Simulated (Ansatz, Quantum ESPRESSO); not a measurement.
# From contact to tunnelling: vacuum gaps between two Na(110) faces, part 2 of 4

Aim: how the conductance falls as the barrier grows, for vacuum gaps between two Na(110) faces.

Quantum ESPRESSO 7.5; plane-wave DFT, PBE, GBRV ultrasoft pseudopotentials; cross-check by Ansatz 0.2.0 with PAW datasets.

So far. Step 2 (SCF with pw.x, 4 Å): The run needed 9 iterations to bring the estimated error under 1e-07 Ry; the largest force on any atom, held or free, is 0.15 eV/Å.

### Step 3. The open system, 4 Å

Level of this step: transmission by pwcond, lead and junction from one cell; plane-wave DFT, PBE, GBRV ultrasoft pseudopotentials (Quantum ESPRESSO).

prefixt takes both regions from one run: the lead from 0 to bdl, the scattering region from bdl to bds (units of alat). ikind = 1 puts the same lead on both sides. The program's T_tot counts both spins in a run without spin; the tables below give T per spin.

j0.cond.in

```
&inputcond
  outdir = './out'
  prefixt = 'j0.scf'
  tran_file = 'j0.cond.dat'
  bdl = 1.4142135619
  bds = 8.7305555452
  ikind = 1
  ewind = 4.0
  epsproj = 1e-05
  nz1 = 7
  energy0 = 0.4
  denergy = -0.4
/
21
  0.00000000 0.00000000 0.01562500
  0.00000000 0.12500000 0.03125000
  0.00000000 0.25000000 0.03125000
  0.00000000 0.37500000 0.03125000
  0.00000000 0.50000000 0.01562500
  0.12500000 0.00000000 0.06250000
  0.12500000 0.25000000 0.06250000
  0.12500000 0.37500000 0.06250000
  0.12500000 0.50000000 0.06250000
  0.25000000 0.00000000 0.06250000
  0.25000000 0.12500000 0.03125000
  0.25000000 0.37500000 0.06250000
  0.25000000 0.50000000 0.06250000
  0.25000000 0.62500000 0.03125000
  0.37500000 0.00000000 0.06250000
  0.37500000 0.12500000 0.06250000
  0.37500000 0.50000000 0.06250000
  0.37500000 0.62500000 0.06250000
  0.50000000 0.00000000 0.03125000
  0.50000000 0.12500000 0.06250000
  0.50000000 0.25000000 0.03125000
3
```

On the command line:

```
> OMP_NUM_THREADS=1 mpirun -n 4 pwcond.x -in j0.cond.in > j0.cond.out
```

What it wrote:

```text
[banner, memory and clock lines left out]
Program PWCOND v.7.5 starts

          URL

     ./out/j0.scf.save/

     IMPORTANT: XC functional enforced from input :
     Exchange-correlation= PBE
                           (   1   4   3   4   0   0   0)
     Any further DFT definition will be discarded
     Please, verify this is what you really want

     Reading collected, re-writing distributed wavefunctions

===== INPUT FILE containing all the regions =====

     GEOMETRY:

     lattice parameter (alat)  =       7.9368  a.u.
     the volume                =    3086.5361 (a.u.)^3
     the cross section         =      44.5432 (a.u.)^2
     l of the unit cell        =       8.7306 (alat)
     number of atoms/cell      =           12
     number of atomic types    =            1

     crystal axes: (cart. coord. in units of alat)
               a(1) = (  1.0000  0.0000  0.0000 )
               a(2) = (  0.5000  0.7071  0.0000 )
               a(3) = (  0.0000  0.0000  8.7306 )

   Cartesian axes

     site n.     atom                  positions (alat units)
          1        Na     tau(  1)=(  0.0000  0.0000  8.7306  )
          2        Na     tau(  2)=(  0.5000  0.0000  0.7071  )
          3        Na     tau(  3)=(  0.0000  0.0000  1.4142  )
          4        Na     tau(  4)=(  0.5000  0.0000  2.1213  )
          5        Na     tau(  5)=(  0.0000  0.0000  2.8284  )
          6        Na     tau(  6)=(  0.5000  0.0000  3.5355  )
          7        Na     tau(  7)=(  0.0000  0.0000  4.4879  )
          8        Na     tau(  8)=(  0.5000  0.0000  5.1950  )
          9        Na     tau(  9)=(  0.0000  0.0000  5.9021  )
         10        Na     tau( 10)=(  0.5000  0.0000  6.6092  )
         11        Na     tau( 11)=(  0.0000  0.0000  7.3163  )
         12        Na     tau( 12)=(  0.5000  0.0000  8.0234  )

     nr1s                      =           32
     nr2s                      =           27
     nr3s                      =          288
     nr1sx                     =           32
     nr2sx                     =           27
     nr3sx                     =          288
     nr1                       =           36
     nr2                       =           32
     nr3                       =          320
     nr1x                      =           36
     nr2x                      =           32
     nr3x                      =          320

 _______________________________
  Radii of nonlocal spheres:

     type       ibeta     ang. mom.          radius (alat units)
       Na         1         0                    0.2543
       Na         2         0                    0.2543
       Na         3         1                    0.2543
       Na         4         1                    0.2543
       Na         5         2                    0.2543
----- General information -----

--- T calc. with identical leads (ikind=1) ---

     nrx                       =           32
     nry                       =           27
     nz1                       =            7

     energy0               =         4.0E-01
     denergy               =        -4.0E-01
     nenergy               =          3
     ecut2d                =         4.0E+01
     ewind                 =         4.0E+00
     epsproj               =         1.0E-05

     number of k_|| points=   21
                       cryst. coord.
        k(    1) = (   0.0000000   0.0000000), wk =   0.0156250
        k(    2) = (   0.0000000   0.1250000), wk =   0.0312500
        k(    3) = (   0.0000000   0.2500000), wk =   0.0312500
        k(    4) = (   0.0000000   0.3750000), wk =   0.0312500
        k(    5) = (   0.0000000   0.5000000), wk =   0.0156250
        k(    6) = (   0.1250000   0.0000000), wk =   0.0625000
        k(    7) = (   0.1250000   0.2500000), wk =   0.0625000
        k(    8) = (   0.1250000   0.3750000), wk =   0.0625000
        k(    9) = (   0.1250000   0.5000000), wk =   0.0625000
        k(   10) = (   0.2500000   0.0000000), wk =   0.0625000
        k(   11) = (   0.2500000   0.1250000), wk =   0.0312500
        k(   12) = (   0.2500000   0.3750000), wk =   0.0625000
        k(   13) = (   0.2500000   0.5000000), wk =   0.0625000
        k(   14) = (   0.2500000   0.6250000), wk =   0.0312500
        k(   15) = (   0.3750000   0.0000000), wk =   0.0625000
        k(   16) = (   0.3750000   0.1250000), wk =   0.0625000
        k(   17) = (   0.3750000   0.5000000), wk =   0.0625000
        k(   18) = (   0.3750000   0.6250000), wk =   0.0625000
        k(   19) = (   0.5000000   0.0000000), wk =   0.0312500
        k(   20) = (   0.5000000   0.1250000), wk =   0.0625000
        k(   21) = (   0.5000000   0.2500000), wk =   0.0312500
----- Information about left/right lead -----

     nocros                   =           13
     noins                    =           13
     norb                     =           39
     norbf                    =          143
     nrz                      =           47

      iorb      type   ibeta   ang. mom.   m       position (alat)
        1        1       1        0        1   taunew(   1)=(  0.0000  0.0000  0.0000)
        2        1       2        0        1   taunew(   2)=(  0.0000  0.0000  0.0000)
        3        1       3        1        1   taunew(   3)=(  0.0000  0.0000  0.0000)
        4        1       3        1        2   taunew(   4)=(  0.0000  0.0000  0.0000)
        5        1       3        1        3   taunew(   5)=(  0.0000  0.0000  0.0000)
        6        1       4        1        1   taunew(   6)=(  0.0000  0.0000  0.0000)
        7        1       4        1        2   taunew(   7)=(  0.0000  0.0000  0.0000)
        8        1       4        1        3   taunew(   8)=(  0.0000  0.0000  0.0000)
        9        1       5        2        1   taunew(   9)=(  0.0000  0.0000  0.0000)
       10        1       5        2        2   taunew(  10)=(  0.0000  0.0000  0.0000)
       11        1       5        2        3   taunew(  11)=(  0.0000  0.0000  0.0000)
       12        1       5        2        4   taunew(  12)=(  0.0000  0.0000  0.0000)
       13        1       5        2        5   taunew(  13)=(  0.0000  0.0000  0.0000)
       14        1       1        0        1   taunew(  14)=(  0.5000  0.0000  0.7071)
       15        1       2        0        1   taunew(  15)=(  0.5000  0.0000  0.7071)
       16        1       3        1        1   taunew(  16)=(  0.5000  0.0000  0.7071)
       17        1       3        1        2   taunew(  17)=(  0.5000  0.0000  0.7071)
       18        1       3        1        3   taunew(  18)=(  0.5000  0.0000  0.7071)
       19        1       4        1        1   taunew(  19)=(  0.5000  0.0000  0.7071)
[...]
96        1       3        1        3   taunew(  96)=(  0.5000  0.0000  5.1950)
       97        1       4        1        1   taunew(  97)=(  0.5000  0.0000  5.1950)
       98        1       4        1        2   taunew(  98)=(  0.5000  0.0000  5.1950)
       99        1       4        1        3   taunew(  99)=(  0.5000  0.0000  5.1950)
      100        1       5        2        1   taunew( 100)=(  0.5000  0.0000  5.1950)
      101        1       5        2        2   taunew( 101)=(  0.5000  0.0000  5.1950)
      102        1       5        2        3   taunew( 102)=(  0.5000  0.0000  5.1950)
      103        1       5        2        4   taunew( 103)=(  0.5000  0.0000  5.1950)
      104        1       5        2        5   taunew( 104)=(  0.5000  0.0000  5.1950)
      105        1       1        0        1   taunew( 105)=(  0.0000  0.0000  5.9021)
      106        1       2        0        1   taunew( 106)=(  0.0000  0.0000  5.9021)
      107        1       3        1        1   taunew( 107)=(  0.0000  0.0000  5.9021)
      108        1       3        1        2   taunew( 108)=(  0.0000  0.0000  5.9021)
      109        1       3        1        3   taunew( 109)=(  0.0000  0.0000  5.9021)
      110        1       4        1        1   taunew( 110)=(  0.0000  0.0000  5.9021)
      111        1       4        1        2   taunew( 111)=(  0.0000  0.0000  5.9021)
      112        1       4        1        3   taunew( 112)=(  0.0000  0.0000  5.9021)
      113        1       5        2        1   taunew( 113)=(  0.0000  0.0000  5.9021)
      114        1       5        2        2   taunew( 114)=(  0.0000  0.0000  5.9021)
      115        1       5        2        3   taunew( 115)=(  0.0000  0.0000  5.9021)
      116        1       5        2        4   taunew( 116)=(  0.0000  0.0000  5.9021)
      117        1       5        2        5   taunew( 117)=(  0.0000  0.0000  5.9021)
      118        1       1        0        1   taunew( 118)=(  0.5000  0.0000  6.6092)
      119        1       2        0        1   taunew( 119)=(  0.5000  0.0000  6.6092)
      120        1       3        1        1   taunew( 120)=(  0.5000  0.0000  6.6092)
      121        1       3        1        2   taunew( 121)=(  0.5000  0.0000  6.6092)
      122        1       3        1        3   taunew( 122)=(  0.5000  0.0000  6.6092)
      123        1       4        1        1   taunew( 123)=(  0.5000  0.0000  6.6092)
      124        1       4        1        2   taunew( 124)=(  0.5000  0.0000  6.6092)
      125        1       4        1        3   taunew( 125)=(  0.5000  0.0000  6.6092)
      126        1       5        2        1   taunew( 126)=(  0.5000  0.0000  6.6092)
      127        1       5        2        2   taunew( 127)=(  0.5000  0.0000  6.6092)
      128        1       5        2        3   taunew( 128)=(  0.5000  0.0000  6.6092)
      129        1       5        2        4   taunew( 129)=(  0.5000  0.0000  6.6092)
      130        1       5        2        5   taunew( 130)=(  0.5000  0.0000  6.6092)
      131        1       1        0        1   taunew( 131)=(  0.0000  0.0000  7.3163)
      132        1       2        0        1   taunew( 132)=(  0.0000  0.0000  7.3163)
      133        1       3        1        1   taunew( 133)=(  0.0000  0.0000  7.3163)
      134        1       3        1        2   taunew( 134)=(  0.0000  0.0000  7.3163)
      135        1       3        1        3   taunew( 135)=(  0.0000  0.0000  7.3163)
      136        1       4        1        1   taunew( 136)=(  0.0000  0.0000  7.3163)
      137        1       4        1        2   taunew( 137)=(  0.0000  0.0000  7.3163)
      138        1       4        1        3   taunew( 138)=(  0.0000  0.0000  7.3163)
      139        1       5        2        1   taunew( 139)=(  0.0000  0.0000  7.3163)
      140        1       5        2        2   taunew( 140)=(  0.0000  0.0000  7.3163)
      141        1       5        2        3   taunew( 141)=(  0.0000  0.0000  7.3163)
      142        1       5        2        4   taunew( 142)=(  0.0000  0.0000  7.3163)
      143        1       5        2        5   taunew( 143)=(  0.0000  0.0000  7.3163)
 ngper, shell number =          137          31
 ngper, n2d =          137          97
---  E-Ef =    0.4000000  k =    0.0000000   0.0000000
---  ie =          1  ik =          1
 Nchannels of the left tip =            1
 Right moving states:
   k1(2pi/a)   k2(2pi/a)   E-Ef (eV)
  -0.0631954   0.0000145   0.4000000
 Left moving states:
   k1(2pi/a)   k2(2pi/a)   E-Ef (eV)
   0.0631954   0.0000145   0.4000000

 to transmit
 Band j to band i transmissions and reflections:
    j         i     |T_ij|^2    |R_ij|^2

    1 -->     1     0.99291     0.00709
   Total T_j, R_j =    0.99291  0.00709

E-Ef(ev), T(x2 spins) =    0.4000000   1.9858180
---  E-Ef =    0.0000000  k =    0.0000000   0.0000000
---  ie =          2  ik =          1
 Nchannels of the left tip =            1
 Right moving states:
   k1(2pi/a)   k2(2pi/a)   E-Ef (eV)
  -0.1188307   0.0000153   0.0000000
 Left moving states:
   k1(2pi/a)   k2(2pi/a)   E-Ef (eV)
   0.1188307   0.0000153   0.0000000

 to transmit
 Band j to band i transmissions and reflections:
    j         i     |T_ij|^2    |R_ij|^2

    1 -->     1     0.99287     0.00713
   Total T_j, R_j =    0.99287  0.00713

E-Ef(ev), T(x2 spins) =    0.0000000   1.9857380
---  E-Ef =   -0.4000000  k =    0.0000000   0.0000000
---  ie =          3  ik =          1
 Nchannels of the left tip =            1
 Right moving states:
   k1(2pi/a)   k2(2pi/a)   E-Ef (eV)
  -0.1759225   0.0000160  -0.4000000
 Left moving states:
   k1(2pi/a)   k2(2pi/a)   E-Ef (eV)
   0.1759225   0.0000160  -0.4000000

 to transmit
 Band j to band i transmissions and reflections:
    j         i     |T_ij|^2    |R_ij|^2

    1 -->     1     0.96523     0.03477
   Total T_j, R_j =    0.96523  0.03477

E-Ef(ev), T(x2 spins) =   -0.4000000   1.9304576
 ngper, shell number =          139          73
 ngper, n2d =          139         100
[... further energies and points left out ...]
---  E-Ef =    0.4000000  k =    0.5000000   0.2500000
---  ie =          1  ik =         21
 Nchannels of the left tip =            1
 Right moving states:
   k1(2pi/a)   k2(2pi/a)   E-Ef (eV)
  -0.3889079   0.0000139   0.4000000
 Left moving states:
   k1(2pi/a)   k2(2pi/a)   E-Ef (eV)
   0.3889079   0.0000139   0.4000000

 to transmit
 Band j to band i transmissions and reflections:
    j         i     |T_ij|^2    |R_ij|^2

    1 -->     1     0.80639     0.19361
   Total T_j, R_j =    0.80639  0.19361

E-Ef(ev), T(x2 spins) =    0.4000000   1.6127840
---  E-Ef =    0.0000000  k =    0.5000000   0.2500000
---  ie =          2  ik =         21
 Nchannels of the left tip =            1
 Right moving states:
   k1(2pi/a)   k2(2pi/a)   E-Ef (eV)
  -0.4750759   0.0000149   0.0000000
 Left moving states:
   k1(2pi/a)   k2(2pi/a)   E-Ef (eV)
   0.4750759   0.0000149   0.0000000

 to transmit
 Band j to band i transmissions and reflections:
    j         i     |T_ij|^2    |R_ij|^2

    1 -->     1     0.70127     0.29873
   Total T_j, R_j =    0.70127  0.29873

E-Ef(ev), T(x2 spins) =    0.0000000   1.4025332
---  E-Ef =   -0.4000000  k =    0.5000000   0.2500000
---  ie =          3  ik =         21
 Nchannels of the left tip =            1
 Right moving states:
   k1(2pi/a)   k2(2pi/a)   E-Ef (eV)
   0.4229155   0.0000159  -0.4000000
 Left moving states:
   k1(2pi/a)   k2(2pi/a)   E-Ef (eV)
  -0.4229155   0.0000159  -0.4000000

 to transmit
 Band j to band i transmissions and reflections:
    j         i     |T_ij|^2    |R_ij|^2

    1 -->     1     0.57394     0.42606
   Total T_j, R_j =    0.57394  0.42606

E-Ef(ev), T(x2 spins) =   -0.4000000   1.1478870
   T_tot     0.40000      0.15159E+01
   T_tot     0.00000      0.12627E+01
   T_tot    -0.40000      0.10358E+01

Note: The following floating-point exceptions are signalling: IEEE_UNDERFLOW_FLAG
Note: The following floating-point exceptions are signalling: IEEE_UNDERFLOW_FLAG
Note: The following floating-point exceptions are signalling: IEEE_UNDERFLOW_FLAG
Note: The following floating-point exceptions are signalling: IEEE_UNDERFLOW_FLAG
```

The job ended after 2 min (4 MPI ranks of Arm Neoverse V1, shared host; peak memory 0.29 GiB).

This step gave:

| Item | Value |
| --- | --- |
| lead channels at the Fermi level, one spin | 0.8594 |
| transmission at the Fermi level, one spin | 0.6313 |
| conductance | 0.6313 G₀ |

Per spin; mean over the k mesh across the current. Table of open channels, zone mean by energy, zero at the Fermi level:

| energy (eV) | open channels, zone mean |
| --- | --- |
| -0.400 | 0.734 |
| 0.000 | 0.859 |
| 0.400 | 0.984 |

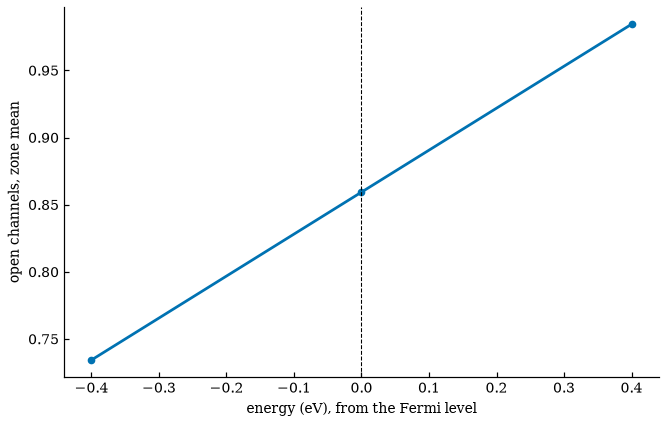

Open channels, zone mean against energy.

Per spin; mean over the k mesh across the current. Transmission, zone mean against energy, zero at the Fermi level:

| energy (eV) | transmission, zone mean |
| --- | --- |
| -0.400 | 0.518 |
| 0.000 | 0.631 |
| 0.400 | 0.758 |

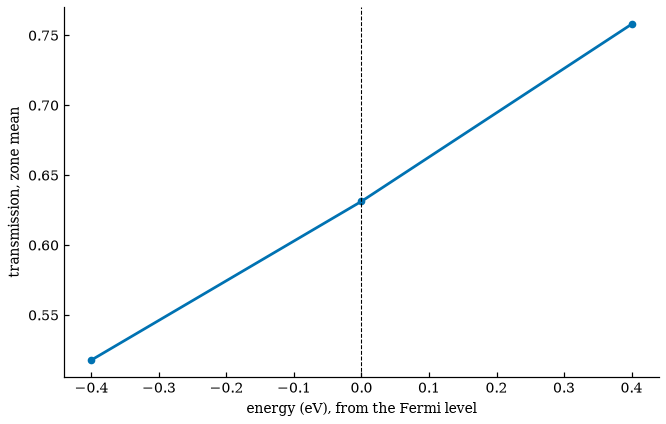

Transmission, zone mean against energy.

At 0.000 eV; k in fractions of b1, b2. Transmission by k point:

| k1 | k2 | weight | t | channels |
| --- | --- | --- | --- | --- |
| 0 | 0 | 0.01562 | 0.9929 | 1 |
| 0 | 0.125 | 0.03125 | 0.978 | 1 |
| 0 | 0.25 | 0.03125 | 0.9049 | 1 |
| 0 | 0.375 | 0.03125 | 0.6056 | 1 |
| 0 | 0.5 | 0.01562 | 0 | 0 |
| 0.125 | 0 | 0.0625 | 0.9823 | 1 |
| 0.125 | 0.25 | 0.0625 | 0.9404 | 1 |
| 0.125 | 0.375 | 0.0625 | 0.7952 | 1 |
| 0.125 | 0.5 | 0.0625 | 0 | 0 |
| 0.25 | 0 | 0.0625 | 0.9343 | 1 |
| 0.25 | 0.125 | 0.03125 | 0.9576 | 1 |
| 0.25 | 0.375 | 0.0625 | 0.8244 | 1 |
| 0.25 | 0.5 | 0.0625 | 0.4241 | 1 |
| 0.25 | 0.625 | 0.03125 | 0 | 0 |
| 0.375 | 0 | 0.0625 | 0.7963 | 1 |
| 0.375 | 0.125 | 0.0625 | 0.876 | 1 |
| 0.375 | 0.5 | 0.0625 | 0.451 | 1 |
| 0.375 | 0.625 | 0.0625 | 0 | 0 |
| 0.5 | 0 | 0.03125 | 0.2995 | 2 |
| 0.5 | 0.125 | 0.0625 | 0.6058 | 1 |
| 0.5 | 0.25 | 0.03125 | 0.7013 | 1 |

[end of part 2 of 4]

[Logs are printed without paths, hosts, clocks, repeated set-up lines and the standing remarks that a program may print on its own settings, such as how far it seeks lower states.]

[Hosts, paths, dates, database ids (printed as entryN), source tags and the programs' standing remarks are cut or masked in the printed files.]

[Maps of the electrostatic potential energy from Ansatz leave out the sawtooth potential of an applied field or a dipole correction, so their vacuum need not be flat; planar profiles and work functions include it.]
